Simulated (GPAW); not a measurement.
Consider KMgF3 (Pm-3m).

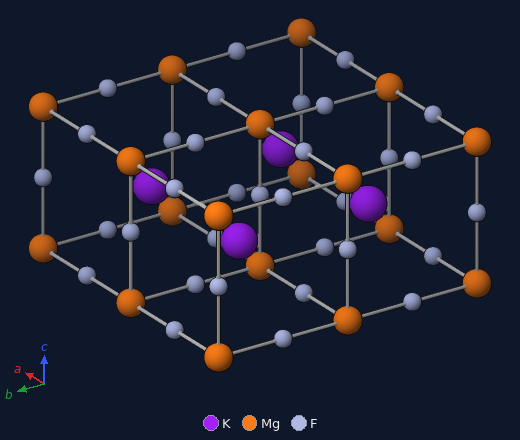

The structure (potassium purple, magnesium orange, fluorine light blue). 2×2×1 cells are drawn. Some periodic images of atoms are drawn too.

```xyz
5
Lattice="3.9859 0.0000 0.0000 0.0000 3.9859 0.0000 0.0000 0.0000 3.9859" Properties=species:S:1:pos:R:3 pbc="T T T"
K     1.9929    1.9929    1.9929
Mg    0.0000    0.0000    0.0000
F     0.0000    0.0000    1.9929
F     0.0000    1.9929    0.0000
F     1.9929    0.0000    0.0000
```

Absorber: atom 1, with 12 F at 2.82 Å (cuboctahedral, site symmetry m-3m). Method: GPAW, LDA, full core hole (charged cell), 10-atom cell with 5.6 Å between holes, 6×6×6 k points, dipole transitions, Gaussian full width 0.9 eV up to 4 eV, rising linearly to 3.5 eV at 25 eV.

Predict the near-edge structure at the K K edge.

Main maxima up to 29 eV above the zero (height): 4.9 eV (2.52), 8.6 eV (2.49), 17.5 eV (1.19) and 22.1 eV (0.79). A K edge sees empty p states on the absorber. The total-energy difference plus the lowest empty eigenvalue puts the zero at 3612.56 eV. One term is added: -19.73 eV, since the hole is spin-paired here and a spin-polarised one costs that much less in the free atom (computed apart). The photon energy is then 3592.83 eV. The tabulated edge of the element is 3608.4 eV. The functional and the charged cell's background leave an error in such absolute values: in the free atom LDA prices this hole 11.1 eV below PBE (computed apart), and PBE is itself good to a few eV.

The K K spectrum (energy from the lowest empty level; intensity scaled to a mean of 1 over the first 20 eV):

```tsv
E (eV)	intensity
-2.0	0.00
-0.5	0.00
1.0	0.11
2.5	0.26
4.0	1.36
5.5	1.34
7.0	1.52
8.5	2.48
10.0	1.63
11.5	0.64
13.0	0.43
14.5	0.46
16.0	0.79
17.5	1.19
19.0	0.84
20.5	0.70
22.0	0.79
23.5	0.70
25.0	0.51
26.5	0.36
28.0	0.33
29.5	0.51
```

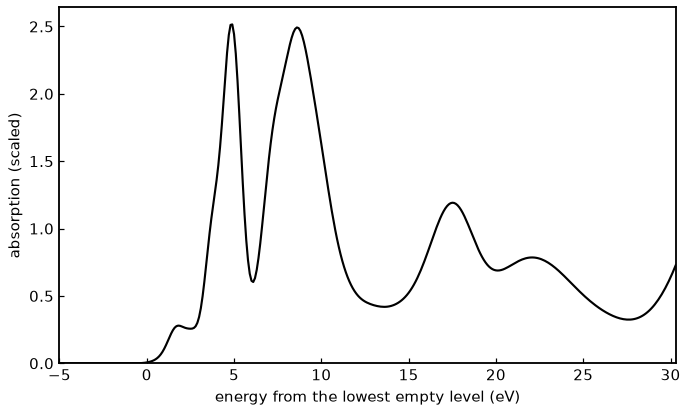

The K K edge.

The holes are only 5.6 Å apart, so the shape is probably not converged with cell size; no larger cell was run here. The mesh is coarse (0.26 Å⁻¹ between points), so small maxima may be mesh ripples. The structure is a published determination, not relaxed.

[Banner, clock and machine lines of the logs are left out without a mark of their own.]

[Logs are printed without paths, hosts, clocks, repeated set-up lines and the standing remarks that a program may print on its own settings, such as how far it seeks lower states.]

[Hosts, paths, dates, database ids (printed as entryN), source tags and the programs' standing remarks are cut or masked in the printed files.]

[Lists of maxima count a maximum above −3 eV only where it reaches 4 % of the highest in the window and stands out from its surroundings by 2 % of it (1.5 % where it reaches 55 %); shoulders and weaker maxima are passed over, and of the rest the first, up to two pre-edge ones and the few strongest are named.]
